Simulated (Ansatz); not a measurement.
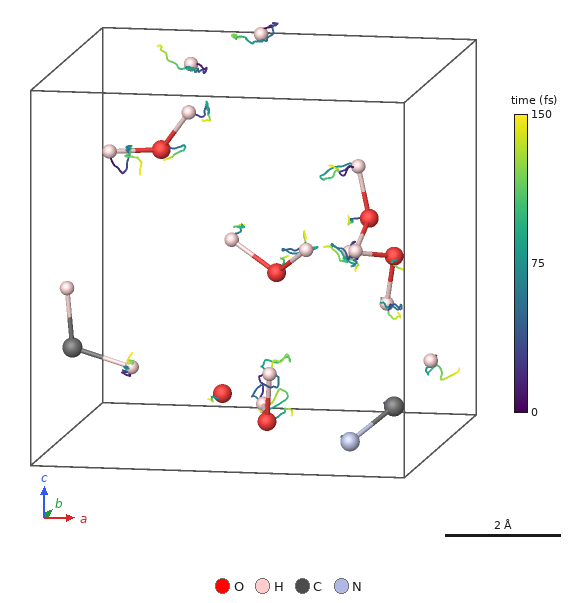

Molecular dynamics of a periodic cell with 6 H2O + 1 CH3CN at 0.843 g/cm³, 150 fs long. Lines trace each atom's path, coloured by time; spheres stand at the starting positions. Seen slightly off an axis in the simulation cell.

Method: DFT PBE-D3(BJ), scalar-relativistic, plane waves, PAW (Ansatz 0.2.0). Settings: plane-wave cutoff 420 eV; k-point mesh 1 × 1 × 1; Fermi-Dirac smearing 0.05 eV; Langevin thermostat (NVT); set temperature 300 K; time step 0.5 fs; H given the mass 2.014 u; friction 0.02 per fs.

Input
```yaml
crystal:
  lattice:
    - [6.647137, 0.0, 0.0]
    - [0.0, 6.647137, 0.0]
    - [0.0, 0.0, 6.647137]
  atoms:
    - { symbol: O, position: [0.24230662, 0.55708816, 0.75711953] }
    - { symbol: H, position: [0.3265681, 0.50182747, 0.86819183] }
    - { symbol: H, position: [0.11953264, 0.47653256, 0.76143245] }
    - { symbol: O, position: [0.8110262, 0.83950745, 0.44381602] }
    - { symbol: H, position: [0.78222856, 0.88844304, 0.30847215] }
    - { symbol: H, position: [0.71200022, 0.73306969, 0.46937196] }
    - { symbol: O, position: [0.53422709, 0.51050663, 0.04911776] }
    - { symbol: H, position: [0.49684142, 0.65220315, 0.07174469] }
    - { symbol: H, position: [0.55159375, 0.45593582, 0.18573127] }
    - { symbol: O, position: [0.34327401, 0.88319376, 0.05517217] }
    - { symbol: H, position: [0.42611071, 0.98918365, -0.00171616] }
    - { symbol: H, position: [0.27009163, 0.82577607, -0.05928625] }
    - { symbol: O, position: [0.86838311, 0.19732308, 0.65452916] }
    - { symbol: H, position: [0.84469123, 0.16810477, 0.79716927] }
    - { symbol: H, position: [0.85751119, 0.06332852, 0.58927738] }
    - { symbol: O, position: [0.57712559, 0.42140496, 0.4625725] }
    - { symbol: H, position: [0.45472504, 0.43297065, 0.54437505] }
    - { symbol: H, position: [0.67278555, 0.33557353, 0.54087421] }
    - { symbol: C, position: [1.03754983, 0.38608145, 0.25139575] }
    - { symbol: C, position: [0.92830302, 0.22980133, 0.14936388] }
    - { symbol: "N", position: [0.83522336, 0.10233351, 0.07384063] }
    - { symbol: H, position: [1.19561588, 0.38837879, 0.20395] }
    - { symbol: H, position: [0.96807329, 0.53327103, 0.22180706] }
    - { symbol: H, position: [1.02878466, 0.35648832, 0.41445538] }
basis:
  ecutwfc: 420.0
kpoints:
  mp_grid: { grid: [1, 1, 1] }
hamiltonian:
  xc: pbe
  dispersion: d3bj
scf:
  occupations: { method: fermi_dirac, width: 0.05 }
  lower_state_search: "off"
md:
  timestep: 0.5
  n_steps: 300
  ensemble: nvt_langevin
  temperature: 300.0
  initial_velocities: maxwell_boltzmann
  seed: 583076
  friction: 0.02
  masses: [{ species: H, mass: 2.014 }]
```

Run as
```bash
ansatz run input.yaml --threads 1 --pin off --max-ram 3072MiB --backend cpu --events-out ev --progress --plain --runs-dir out
```

> Describe the motion.

Root-mean-square distances from the starting positions over the second half, with the common drift of all atoms taken out: H 0.40 Å, O 0.36 Å, N 0.15 Å, C 0.12 Å. The heavy atoms stay within a fraction of a molecule's size of their starting places; so short a run doesn't tell a liquid from a solid. The mean temperature in the second half is 281 K (standard deviation 32 K). The potential energy in the second half lies on average 26.6 meV per atom above the first frame.

Limits of the set-up: masses were changed (H 2.014 u), which shifts the vibrations; the periodic images lie only 6.6 Å apart, so the values are limited by the cell's size.
